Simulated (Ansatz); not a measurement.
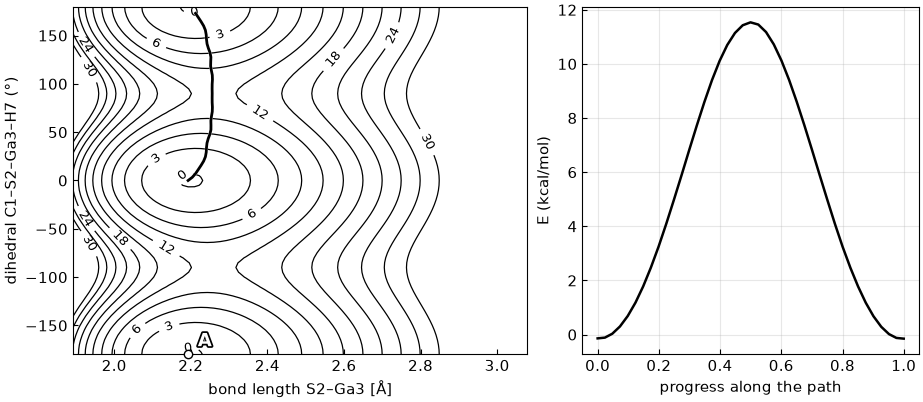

CH5GaS, SMILES C[S][GaH2]. 
- The first coordinate is: bond length S2–Ga3; the second: dihedral C1–S2–Ga3–H7.
- Nothing is relaxed (all other coordinates rigid).
- The grid has 15 × 15 points.
- Points are written as (first, second).
- Energies are in kcal/mol, from the lowest grid point.
- Computed with Ansatz, RKS B3LYP-D4/def2-TZVP.

In the figure: contour lines labelled in kcal/mol (none above 30), a line along the lowest path, the energy along the path at the right, the start A. Between grid points the surface is interpolated.

> Describe the path and its barrier.

The easiest path leads from the well at about (2.19 Å, −180°) to a well of about the same depth at about (2.19 Å, 0°). Its highest point lies about 12 kcal/mol above the bottom of the first well on the interpolated surface, at about (2.26 Å, 90°). The start is the relaxed structure and all else is held, so a fully relaxed path at this level can only be lower.
